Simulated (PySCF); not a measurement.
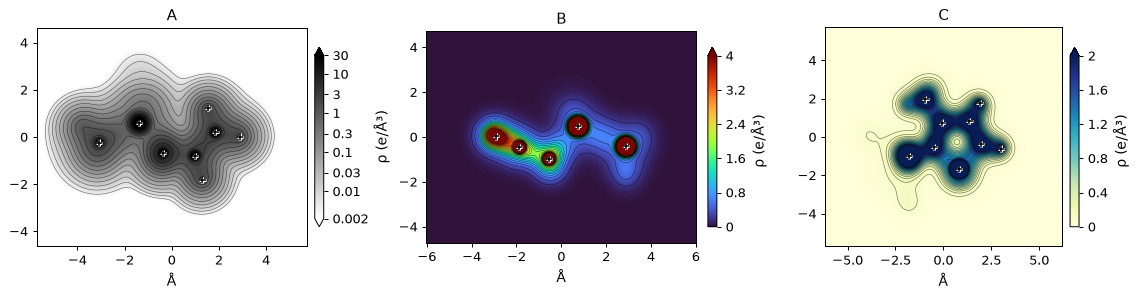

The electron density of 3 systems, each on a plane through atoms (crosses mark nuclei in the plane).

Computed with PySCF, PBE0/pcSseg-1, SCF density, gas phase, non-relativistic.

System 1: C$_{4}$H$_{13}$NSi$_{3}$, the plane of atoms Si2, C6 and C7. Geometry: GFN2-xTB.

```xyz
21

C    -1.9007    0.6755    1.3058
Si   -0.5850   -0.0320    0.1138
Si   -1.3206   -1.8848   -1.0805
C     1.0322   -0.3318    1.0875
Si    2.5691   -0.7806    0.0591
C    -0.2126    1.4107   -1.1316
C     0.3102    2.5352   -0.4315
N     0.7242    3.4135    0.1765
H    -1.5542    1.5962    1.7689
H    -2.8294    0.9009    0.7880
H    -2.1342   -0.0255    2.1019
H    -2.7755   -2.0497   -1.0071
H    -0.7372   -3.1282   -0.5731
H    -0.9899   -1.8125   -2.5080
H     0.8588   -1.1263    1.8146
H     1.2628    0.5626    1.6691
H     3.6754   -1.1311    0.9526
H     2.9609    0.3516   -0.7819
H     2.2457   -1.9270   -0.7994
H     0.5151    1.0882   -1.8762
H    -1.1240    1.7120   -1.6491
```

System 2: C$_{5}$H$_{11}$NSSi$_{2}$ (SMILES Cc1ccsc1N([SiH3])[SiH3]), the plane of atoms C2, C3 and C4. Geometry: GFN2-xTB.

```tsv
atom	x (Å)	y (Å)	z (Å)
C	-1.1803	-1.7875	-0.1930
C	-1.2416	-0.3419	0.1811
C	-2.4387	0.2968	0.6014
C	-2.2884	1.6167	0.8550
S	-0.6623	2.1350	0.6028
C	-0.1864	0.5210	0.1308
N	1.1254	0.2602	-0.2263
Si	1.8298	1.3167	-1.4250
Si	2.0548	-0.8694	0.7289
H	-2.0338	-2.0464	-0.8183
H	-0.2630	-1.9988	-0.7373
H	-1.2078	-2.4171	0.6969
H	-3.3749	-0.2253	0.6957
H	-3.0223	2.3282	1.1751
H	2.2612	2.5752	-0.8125
H	2.9613	0.5632	-1.9540
H	0.7935	1.5509	-2.4284
H	1.1852	-1.3057	1.8163
H	2.4467	-1.9799	-0.1415
H	3.2363	-0.1813	1.2492
```

System 3: C$_{4}$H$_{8}$O$_{2}$Si, the plane of atoms C1, C2 and O3. Geometry: GFN2-xTB.

```yaml
atoms:
  - { symbol: C, position_ang: [-2.5664, -0.1891, -0.2818] }
  - { symbol: C, position_ang: [-1.7575, -0.9294, 0.4533] }
  - { symbol: O, position_ang: [-0.4104, -0.9193, 0.4134] }
  - { symbol: Si, position_ang: [0.6846, -0.0492, -0.4327] }
  - { symbol: C, position_ang: [2.3361, -0.6280, 0.2874] }
  - { symbol: C, position_ang: [0.4103, 1.8199, -0.0481] }
  - { symbol: O, position_ang: [0.7665, 2.7385, -0.7416] }
  - { symbol: H, position_ang: [-2.1860, 0.5117, -1.0048] }
  - { symbol: H, position_ang: [-3.6316, -0.2685, -0.1779] }
  - { symbol: H, position_ang: [-2.1273, -1.6387, 1.1846] }
  - { symbol: H, position_ang: [0.5629, -0.2420, -1.8778] }
  - { symbol: H, position_ang: [2.3446, -0.5733, 1.3728] }
  - { symbol: H, position_ang: [3.1513, -0.0164, -0.0838] }
  - { symbol: H, position_ang: [2.5393, -1.6573, 0.0079] }
  - { symbol: H, position_ang: [-0.1207, 2.0490, 0.9071] }
```

Question: Match each panel to its system.

Answer: Panel A is system 3, C$_{4}$H$_{8}$O$_{2}$Si: the plane holds C, O, Si and H. C–C (1.32 Å): ρ at the midpoint is about 2.4 e/Å³. Panel B is system 1, C$_{4}$H$_{13}$NSi$_{3}$: the plane holds Si, C and N. C–N (1.15 Å): the density is about 3.6 e/Å³ at the midpoint. Panel C is system 2, C$_{5}$H$_{11}$NSSi$_{2}$: the plane holds C, S, N and H. C–C (1.35 Å): the density is about 2.2 e/Å³ at the midpoint.
